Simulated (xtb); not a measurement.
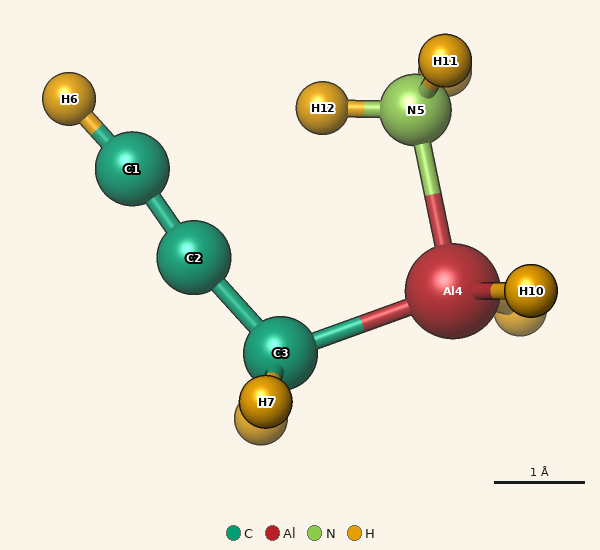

The input geometry (ball-and-stick view, seen at a tilt; atoms are numbered from 1 in the order of the input). Sticks mark near contacts.

## Frequency calculation, with input and output: C$_{3}$H$_{8}$AlN (part 1 of 2)

The run: frequency calculation of C$_{3}$H$_{8}$AlN. Method and program: GFN2-xTB (xtb 6.7.1 later snapshot).

The geometry was optimised with GFN2-xTB.

**Input (input.xyz)**
```
13

C     -1.13523300    -0.01434100     2.02787300
C     -0.33339900    -0.66341400     1.40669300
C      0.60856000    -1.31007600     0.53355400
Al     0.84839600    -0.28900600    -1.21658900
N     -0.40821600     1.29536800    -0.81673500
H     -1.82311700     0.45684300     2.66579400
H      1.56270700    -1.41152400     1.07241600
H      0.25501700    -2.33554100     0.34761400
H      0.14864800    -0.85899100    -2.48997800
H      2.18539800     0.48766400    -1.42860200
H      0.06463200     2.19274300    -0.74389800
H     -0.79108700     1.05513000     0.11031800
H     -1.18228800     1.39515300    -1.46846000
```

**File input.inp**
```
$hess
   step=0.1
$end
```

Command:
```bash
xtb input.xyz --chrg 0 -I input.inp --hess > out.txt
```

**The program's output**
```
* xtb version 6.7.1
   ID    Z sym.   atoms
    1    6 C      1-3
    2   13 Al     4
    3    7 N      5
    4    1 H      6-13

           -------------------------------------------------
          |                Calculation Setup                |
           -------------------------------------------------

          program call               : xtb input.xyz --chrg 0 -I input.inp --hess
          coordinate file            : input.xyz
          omp threads                :                     1

           -------------------------------------------------
          |                 G F N 2 - x T B                 |
           -------------------------------------------------

      * Hamiltonian:
        H0-scaling (s, p, d)           1.850000    2.230000    2.230000
        zeta-weighting                 0.500000
      * Dispersion:
        s8                             2.700000
        a1                             0.520000
        a2                             5.000000
        s9                             5.000000
      * Repulsion:
        kExp                           1.500000    1.000000
        rExp                           1.000000
      * Coulomb:
        alpha                          2.000000
        third order                    shell-resolved
        anisotropic                    true
        a3                             3.000000
        a5                             4.000000
        cn-shift                       1.200000
        cn-exp                         4.000000
        max-rad                        5.000000

          ...................................................
          :                      SETUP                      :
          :.................................................:
          :  # basis functions                  34          :
          :  # atomic orbitals                  33          :
          :  # shells                           19          :
          :  # electrons                        28          :
          :  max. iterations                   250          :
          :  Hamiltonian                  GFN2-xTB          :
          :  restarted?                      false          :
          :  GBSA solvation                  false          :
          :  PC potential                    false          :
          :  electronic temp.          300.0000000     K    :
          :  accuracy                    1.0000000          :
          :  -> integral cutoff          0.2500000E+02      :
          :  -> integral neglect         0.1000000E-07      :
          :  -> SCF convergence          0.1000000E-05 Eh   :
          :  -> wf. convergence          0.1000000E-03 e    :
          :  Broyden damping             0.4000000          :
          :  net charge                          0          :
          :  unpaired electrons                  0          :
          ...................................................

 iter      E             dE          RMSdq      gap      omega  full diag
   1    -14.5203077 -0.145203E+02  0.728E+00    4.10       0.0  T
   2    -14.6491220 -0.128814E+00  0.894E+00    4.22       1.0  T
   3    -14.6622803 -0.131583E-01  0.767E+00    4.43       1.0  T
   4    -14.6272743  0.350060E-01  0.260E+00    5.28       1.0  T
   5    -14.6709008 -0.436265E-01  0.143E+00    5.31       1.0  T
   6    -14.6762572 -0.535644E-02  0.480E-01    5.36       1.0  T
   7    -14.6766575 -0.400266E-03  0.152E-01    5.33       1.0  T
   8    -14.6766714 -0.139646E-04  0.796E-02    5.35       1.0  T
   9    -14.6766839 -0.124668E-04  0.324E-02    5.34       1.0  T
  10    -14.6766847 -0.741829E-06  0.571E-03    5.34       4.9  T
  11    -14.6766847 -0.383949E-07  0.253E-03    5.34      11.0  T
  12    -14.6766847 -0.976688E-08  0.634E-04    5.34      43.8  T
  13    -14.6766847 -0.474065E-09  0.303E-04    5.34      91.5  T

   *** convergence criteria satisfied after 13 iterations ***

         #    Occupation            Energy/Eh            Energy/eV
      -------------------------------------------------------------
         1        2.0000           -0.6631682             -18.0457
       ...           ...                  ...                  ...
         8        2.0000           -0.4625278             -12.5860
         9        2.0000           -0.4533164             -12.3354
        10        2.0000           -0.4456510             -12.1268
        11        2.0000           -0.4133975             -11.2491
        12        2.0000           -0.3878088             -10.5528
        13        2.0000           -0.3741623             -10.1815
        14        2.0000           -0.3491166              -9.4999 (HOMO)
        15                         -0.1527211              -4.1558 (LUMO)
        16                         -0.1386862              -3.7738
        17                         -0.1371854              -3.7330
        18                         -0.1149078              -3.1268
        19                         -0.1098449              -2.9890
       ...                                ...                  ...
        33                          1.4075306              38.3009
      -------------------------------------------------------------
                  HL-Gap            0.1963955 Eh            5.3442 eV
             Fermi-level           -0.2509188 Eh           -6.8278 eV

 SCC (total)                   0 d,  0 h,  0 min,  0.010 sec
 SCC setup                      ...        0 min,  0.000 sec (  1.033%)
 Dispersion                     ...        0 min,  0.000 sec (  0.752%)
 classical contributions        ...        0 min,  0.000 sec (  0.147%)
 integral evaluation            ...        0 min,  0.001 sec ( 11.957%)
 iterations                     ...        0 min,  0.006 sec ( 58.316%)
 molecular gradient             ...        0 min,  0.003 sec ( 26.735%)
 printout                       ...        0 min,  0.000 sec (  0.899%)

         :::::::::::::::::::::::::::::::::::::::::::::::::::::
         ::                     SUMMARY                     ::
         :::::::::::::::::::::::::::::::::::::::::::::::::::::
         :: total energy             -14.416883724180 Eh    ::
         :: gradient norm              0.000141633918 Eh/a0 ::
         :: HOMO-LUMO gap              5.344193040248 eV    ::
         ::.................................................::
         :: SCC energy               -14.676666925837 Eh    ::
         :: -> isotropic ES            0.045938552000 Eh    ::
         :: -> anisotropic ES          0.011908412544 Eh    ::
         :: -> anisotropic XC          0.008939200205 Eh    ::
         :: -> dispersion             -0.007790613392 Eh    ::
         :: repulsion energy           0.259783201657 Eh    ::
         :: add. restraining           0.000000000000 Eh    ::
         :: total charge               0.000000000000 e     ::
         :::::::::::::::::::::::::::::::::::::::::::::::::::::

           -------------------------------------------------
          |                Numerical Hessian                |
           -------------------------------------------------
step length          :   0.10000
SCC accuracy         :   0.30000
Hessian scale factor :   1.00000
frozen atoms in %    :   0.00000    0
RMS gradient         :   0.00014
estimated CPU  time      0.01 min

writing file <hessian>, containing the non-mass-weighted Hessian matrix in atomic units (Eₕ/Bohr²).

 projected vibrational frequencies (cm⁻¹)
eigval :       -0.00    -0.00    -0.00     0.00     0.00     0.00
eigval :      -64.53    89.41   114.42   191.34   215.79   257.93
eigval :      289.01   328.33   376.99   438.71   451.44   509.28
eigval :      565.11   588.51   616.63   654.24   772.74   997.55
eigval :     1070.66  1092.77  1217.77  1410.11  1458.26  1472.74
eigval :     1711.80  1717.16  2235.97  2865.65  2887.50  3117.09
eigval :     3380.66  3398.40  3406.88
           -------------------------------------------------
          |                Property Printout                |
           -------------------------------------------------

    * Orbital Energies and Occupations

         #    Occupation            Energy/Eh            Energy/eV
      -------------------------------------------------------------
         1        2.0000           -0.6631670             -18.0457
         2        2.0000           -0.5991162             -16.3028
         3        2.0000           -0.5713596             -15.5475
         4        2.0000           -0.5684998             -15.4697
         5        2.0000           -0.5654289             -15.3861
         6        2.0000           -0.5110950             -13.9076
         7        2.0000           -0.5012134             -13.6387
         8        2.0000           -0.4625284             -12.5860
         9        2.0000           -0.4533169             -12.3354
        10        2.0000           -0.4456514             -12.1268
        11        2.0000           -0.4133981             -11.2491
        12        2.0000           -0.3878094             -10.5528
        13        2.0000           -0.3741628             -10.1815
        14        2.0000           -0.3491171              -9.5000 (HOMO)
        15                         -0.1527212              -4.1558 (LUMO)
        16                         -0.1386869              -3.7739
        17                         -0.1371863              -3.7330
        18                         -0.1149086              -3.1268
        19                         -0.1098460              -2.9891
        20                         -0.0477980              -1.3007
        21                         -0.0433010              -1.1783
        22                          0.0123054               0.3348
        23                          0.0989256               2.6919
        24                          0.1146321               3.1193
        25                          0.1621712               4.4129
       ...                                ...                  ...
        33                          1.4075300              38.3008
      -------------------------------------------------------------
                  HL-Gap            0.1963959 Eh            5.3442 eV
             Fermi-level           -0.2509191 Eh           -6.8279 eV

     #   Z          covCN         q      C6AA      α(0)
     1   6          1.909    -0.165    35.814     9.665
     2   6          2.001    -0.023    31.645     9.085
     3   6          3.654    -0.161    23.959     7.028
     4  13          3.376     0.303    94.826    19.843
     5   7          3.328    -0.318    28.166     7.882
     6   1          0.928     0.046     2.366     2.405
     7   1          0.923     0.052     2.300     2.372
     8   1          0.923     0.051     2.303     2.373
     9   1          0.878    -0.208    11.452     5.298
    10   1          0.878    -0.208    11.506     5.310
    11   1          0.860     0.204     1.084     1.631
    12   1          0.860     0.221     1.005     1.571
    13   1          0.860     0.204     1.085     1.632

 Mol. C6AA /au·bohr⁶  :       2077.555083
 Mol. C8AA /au·bohr⁸  :      65603.124849
 Mol. α(0) /au        :         76.095226

Wiberg/Mayer (AO) data.
largest (>0.10) Wiberg bond orders for each atom

 ---------------------------------------------------------------------------
     #   Z sym  total        # sym  WBO       # sym  WBO       # sym  WBO
```
